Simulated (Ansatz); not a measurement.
# CH7BSSi2: the cost of one run

Method: functionals in def2-TZVPP, the program's frozen cores in correlated methods; program: Ansatz 0.2.0, Gaussian basis.

The runs, in order: PBE-D4, r2SCAN-D4, PBE0-D4, B3LYP-D4, ωB97X-V, ωB97M-V, B2PLYP; CCSD(T)/def2-TZVPP; MP2/def2-QZVPP; extrapolation to the limit.

## 1. The geometry

All runs share one geometry, relaxed beforehand with PBE0-D4 in a triple-zeta def2 set.

SMILES `[SiH3]B([SiH3])C=S`, 12 atoms, charge 0, spin multiplicity 1.

Atoms are counted from 1 here; the program's logs count them from 0.

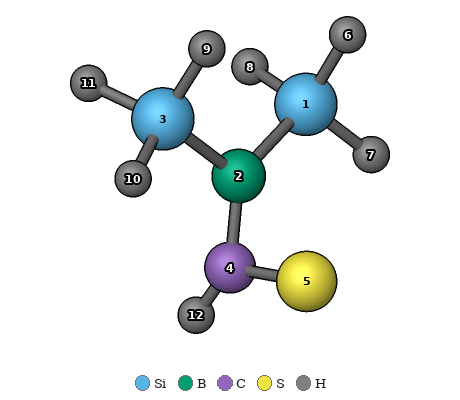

The structure; silicon blue, boron teal, carbon purple, sulfur yellow, hydrogen grey; atoms are numbered from 1 in the order of the file.

## 2. PBE-D4 (GGA)

in.yaml

```yaml
crystal:
  periodic: [false, false, false]
  atoms:
    - {symbol: Si, position_ang: [-1.735515, -0.581150, -0.243496]}
    - {symbol: B, position_ang: [0.092518, 0.267433, -0.242817]}
    - {symbol: Si, position_ang: [1.424137, -0.324229, 1.149559]}
    - {symbol: C, position_ang: [0.547183, 1.064506, -1.420706]}
    - {symbol: S, position_ang: [0.078240, 2.401520, -0.604057]}
    - {symbol: H, position_ang: [-2.305482, -0.615943, 1.131141]}
    - {symbol: H, position_ang: [-2.674987, 0.167956, -1.125237]}
    - {symbol: H, position_ang: [-1.645030, -1.987354, -0.733013]}
    - {symbol: H, position_ang: [0.797386, -0.369797, 2.498930]}
    - {symbol: H, position_ang: [2.591901, 0.600313, 1.202325]}
    - {symbol: H, position_ang: [1.918761, -1.695347, 0.832394]}
    - {symbol: H, position_ang: [0.987989, 1.016889, -2.411125]}
basis:
  gaussian: {orbitals: def2-TZVPP}
hamiltonian: {xc: pbe, dispersion: d4}
output: {forces: true, orbitals: {seedname: orbitals}}
```

Command:

```
ansatz run in.yaml --threads 4 --pin off --events-out ev --progress --plain --max-ram 10444MiB
```

Q: Estimate wall time and peak memory on 4 threads of Arm Neoverse V1, shared host.

About 3.8 s, with a peak of 0.45 GiB.
